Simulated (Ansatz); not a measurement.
# SiHO radical (SMILES O=[SiH]): single points off equilibrium

The atoms stand at a structure displaced at random from a GFN2-xTB minimum. How far do the functionals agree with CCSD(T) there?

Computed with Ansatz 0.2.0, Gaussian basis. Level: single points in def2-TZVPP.

Correlated methods freeze the cores. Orbitals are unrestricted.

## (1) The starting structure

SMILES `O=[SiH]`, 3 atoms, charge 0, spin multiplicity 2.

Atoms are counted from 1 here; the program's logs count them from 0.

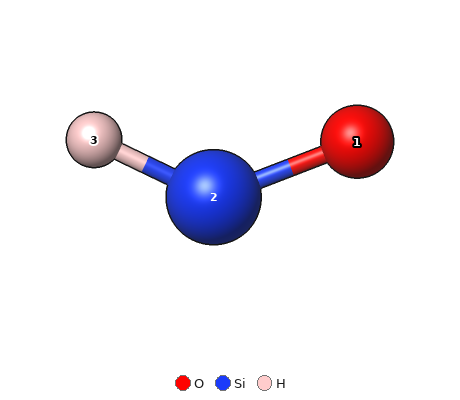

As it starts; oxygen red, silicon blue, hydrogen pink; atoms are numbered from 1 in the order of the file.

As a file:

```xyz
3

O     0.7804    1.1059    0.5183
Si    0.2664   -0.3653    0.0724
H    -0.8055   -0.8091   -0.7057
```

## (2) CCSD(T)/def2-TZVPP

run/in.yaml reads:

```yaml
crystal:
  periodic: [false, false, false]
  atoms:
    - {symbol: O, position_ang: [0.780400, 1.105900, 0.518300]}
    - {symbol: Si, position_ang: [0.266400, -0.365300, 0.072400]}
    - {symbol: H, position_ang: [-0.805500, -0.809100, -0.705700]}
basis:
  gaussian: {orbitals: def2-TZVPP}
magnetization: {spin_polarized: true, initial_magnetization: 1}
correlation: {method: ccsd_t}
scf: {omitted_lower_state_checks: [cluster_reference]}
output: {forces: true}
```

No record of the launch command was kept for these runs.

## (3) PBE0-D4/def2-TZVPP

Changes to run/in.yaml since step 2:

```diff
@@ -9,4 +9,3 @@
 magnetization: {spin_polarized: true, initial_magnetization: 1}
-correlation: {method: ccsd_t}
-scf: {omitted_lower_state_checks: [cluster_reference]}
-output: {forces: true}
+hamiltonian: {xc: pbe0, dispersion: d4}
+output: {forces: true, orbitals: {seedname: orbitals}}
```

## (4) wB97M-V/def2-TZVPP

Changes to run/in.yaml since step 3:

```diff
@@ -9,3 +9,3 @@
 magnetization: {spin_polarized: true, initial_magnetization: 1}
-hamiltonian: {xc: pbe0, dispersion: d4}
-output: {forces: true, orbitals: {seedname: orbitals}}
+hamiltonian: {xc: {name: wB97M-V}}
+output: {forces: true}
```

## (5) r2SCAN-D4/def2-TZVPP

Changes to run/in.yaml since step 4:

```diff
@@ -9,3 +9,3 @@
 magnetization: {spin_polarized: true, initial_magnetization: 1}
-hamiltonian: {xc: {name: wB97M-V}}
+hamiltonian: {xc: r2scan, dispersion: d4}
 output: {forces: true}
```

## (6) PBE-D4/def2-TZVPP

Changes to run/in.yaml since step 5:

```diff
@@ -9,3 +9,3 @@
 magnetization: {spin_polarized: true, initial_magnetization: 1}
-hamiltonian: {xc: r2scan, dispersion: d4}
+hamiltonian: {xc: pbe, dispersion: d4}
 output: {forces: true}
```

## (7) revPBE-D4/def2-TZVPP

Changes to run/in.yaml since step 6:

```diff
@@ -9,3 +9,3 @@
 magnetization: {spin_polarized: true, initial_magnetization: 1}
-hamiltonian: {xc: pbe, dispersion: d4}
+hamiltonian: {xc: {name: revPBE}, dispersion: d4}
 output: {forces: true}
```

## (8) B97M-V/def2-TZVPP

Changes to run/in.yaml since step 7:

```diff
@@ -9,3 +9,3 @@
 magnetization: {spin_polarized: true, initial_magnetization: 1}
-hamiltonian: {xc: {name: revPBE}, dispersion: d4}
+hamiltonian: {xc: {name: B97M-V}}
 output: {forces: true}
```

(Steps that only read results are left out.)

What does the calculation give? Wanted: energy less free atoms, CCSD(T)/def2-TZVPP; RMS force component; RMS force error; HOMO and LUMO, PBE0-D4; T1 diagnostic.

The runs gave:

| quantity | value |
| --- | --- |
| energy less free atoms, CCSD(T)/def2-TZVPP | -8.586 eV |
| RMS force component | 2.199 to 2.624 eV/Å over the methods |
| RMS force error | PBE0-D4 0.331, wB97M-V 0.343, r2SCAN-D4 0.173, PBE-D4 0.213, revPBE-D4 0.280, B97M-V 0.267 eV/Å |
| HOMO and LUMO, PBE0-D4 | -6.97 and -3.24 eV |
| T1 diagnostic | 0.034 |

Against CCSD(T) the functionals' energies less atoms differ by -0.738 to -0.077 eV, PBE-D4 by -0.738 eV. CCSD(T) in triple zeta still lacks some correlation energy of the bonds, so part of these gaps is its own basis error and they don't rank the functionals. On forces the order runs from r2SCAN-D4 to wB97M-V. Frozen-core CCSD(T) forces in triple zeta carry basis errors of their own, and this is one geometry, so small gaps rank nothing.
